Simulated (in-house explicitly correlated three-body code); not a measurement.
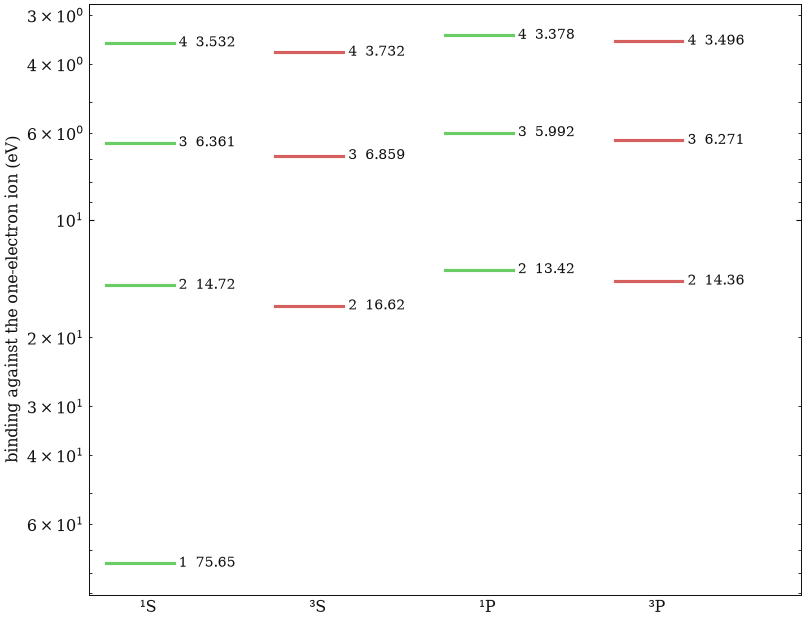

Two electrons around a point charge of unknown size. Computed variationally in 260 exponentially correlated functions with an in-house code, non-relativistic, converged to about 10⁻⁷ hartree. The plot shows the bound S and P states that converged, by term and principal number n, on a logarithmic scale of binding.

**What is the nuclear charge?**

Z = 3 (lithium). The outer electron of the excited states sees a charge of Z − 1, so they are bound by about 13.6 (Z − 1)²/n² eV. The ground state is bound by 75.6 eV. The n = 2 states drawn run, from the deepest, 2 ³S (16.6 eV), 2 ¹S (14.7 eV), 2 ³P (14.4 eV), 2 ¹P (13.4 eV). Exchange puts 2 ³S below 2 ¹S by 1.90 eV and 2 ³P below 2 ¹P by 0.935 eV. Quantum defects n − (Z − 1)/√(2 E(binding)): 2 ³S 0.190, 2 ¹S 0.077, 2 ³P 0.053, 2 ¹P −0.013.
